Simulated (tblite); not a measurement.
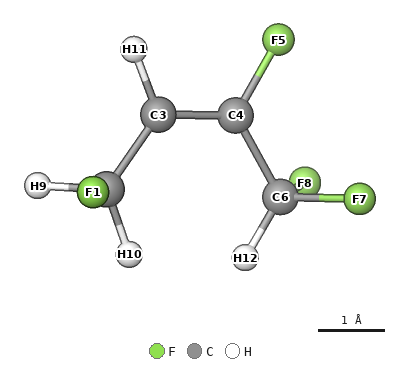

This is the input geometry for a relaxation of C₄H₄F₄. Style: ball-and-stick. Shown at a tilt.

Theory: GFN2-xTB geometry optimisation, gas phase in tblite.

```xyz
12

F     2.4467   -0.7990   -0.4746
C     1.4646   -0.3910    0.4326
C     0.7274    0.7072   -0.1211
C    -0.5751    0.7321   -0.3640
F    -1.1633    1.8441   -0.8922
C    -1.4921   -0.4104   -0.0713
F    -2.0553   -0.7697   -1.3022
F    -2.5521    0.1266    0.6347
H     2.0629   -0.0973    1.3611
H     0.9196   -1.2924    0.7551
H     1.2675    1.6277   -0.3915
H    -1.0494   -1.2786    0.4073
```

Question: What does the optimiser find from here?

Answer: The largest move after the best rigid fit is that of F7, 2.78 Å. Largest moves by element: F 2.78 Å, H 2.16 Å, C 0.24 Å. Some distances before and after: C2–C3 1.434 → 1.493 Å, C2–H9 1.143 → 1.097 Å, C6–F7 1.401 → 1.357 Å, F1–C2 1.398 → 1.368 Å. Bond angles that change, for instance: C3–C2–H10 119.0° → 111.7°, H9–C2–H10 103.4° → 109.4°, C4–C6–F7 105.7° → 110.9°. Groups turn about C4–C6 by about 175°, C2–C3 by about 60°. Over 178 geometry steps the energy falls by 13.8 kcal/mol.

History of the run:

| step | E − E(0), kcal/mol |
| --- | --- |
| 0 | 0.00 |
| 1 | -4.99 |
| 2 | -5.76 |
| 3 | -6.57 |
| 4 | -7.01 |
| 5 | -7.12 |
| 6 | -7.23 |
| 7 | -7.30 |
| 8 | -7.35 |
| 9 | -7.36 |
| 10 | -7.38 |
| 19 | -7.48 |
| 28 | -7.50 |
| 37 | -7.59 |
| 45 | -7.93 |
| 54 | -8.27 |
| 63 | -8.77 |
| 72 | -9.04 |
| 81 | -9.20 |
| 90 | -9.40 |
| 98 | -9.52 |
| 107 | -10.30 |
| 116 | -11.42 |
| 125 | -12.35 |
| 134 | -12.81 |
| 143 | -13.14 |
| 151 | -13.24 |
| 160 | -13.60 |
| 169 | -13.81 |
| 178 | -13.85 |

The structure at the end:

```xyz
12

F     2.7968   -0.2891    0.2422
C     1.4436   -0.4756    0.3079
C     0.7412    0.6751   -0.3337
C    -0.5748    0.7757   -0.4389
F    -1.1449    1.8439   -1.0305
C    -1.5845   -0.2263    0.0571
F    -1.4510   -0.4281    1.3922
F    -1.3860   -1.4400   -0.5157
H     1.1833   -0.5673    1.3696
H     1.2245   -1.4211   -0.2031
H     1.3712    1.4602   -0.7264
H    -2.6176    0.0919   -0.1467
```

After the run, drawn alike:

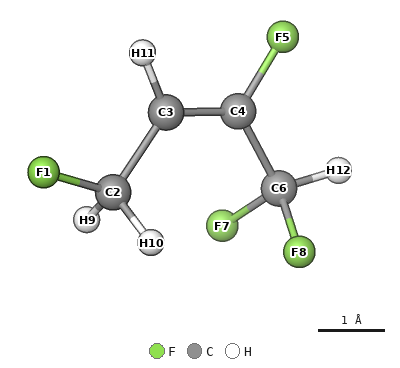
